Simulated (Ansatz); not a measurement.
Input file:

```
crystal:
  periodic: [false, false, false]
  atoms:
    - { symbol: Ge, position_ang: [0.0, 0.0, 0.0] }
    - { symbol: O, position_ang: [0.0, 0.0, 1.77] }
    - { symbol: H, position_ang: [-0.9095, -0.2814, 2.1071] }
    - { symbol: O, position_ang: [1.6691, 0.0, -0.5894] }
    - { symbol: H, position_ang: [1.9855, -0.9521, -0.7061] }
    - { symbol: H, position_ang: [-0.73, 1.2648, -0.5162] }
    - { symbol: O, position_ang: [-0.8337, -1.4443, -0.5894] }
    - { symbol: H, position_ang: [-1.2883, -1.91, 0.183] }
basis:
  gaussian: { orbitals: def2-SVP }
hamiltonian:
  xc: pbe
  dispersion: d4
relax:
  f_tol: 0.02
  max_steps: 40
output:
  orbitals: {}
```

Run with:

```sh
ansatz run input.yaml --threads 2 --pin off --max-ram 3072MiB --backend cpu --events-out ev --progress --plain --runs-dir out
```

The fields are those of the relaxed geometry.

Theory: Ansatz, RKS PBE-D4/def2-SVP.

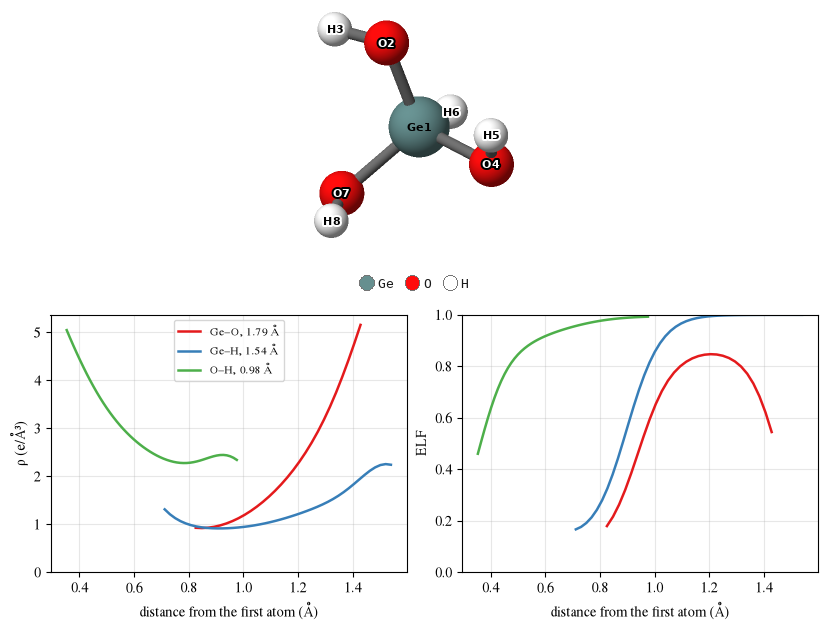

GeH₄O₃. Total electron density and electron localisation function along straight lines between neighbouring atoms. The curves leave out the atomic cores. The structure is drawn too.

> Compare the contacts.

Ge–O (1.79 Å): ρ is about 0.94 e/Å³ halfway; the ELF peaks at about 0.85 in the valence shell of O, 0.6 Å from its nucleus, and is about 0.30 at the midpoint.
Ge–H (1.54 Å): ρ at the midpoint is about 1.1 e/Å³; the ELF climbs to about 1 towards the hydrogen.
O–H (0.98 Å): the density is about 3.5 e/Å³ at the midpoint; the ELF climbs to about 1 towards the hydrogen; a covalent bond by its length.
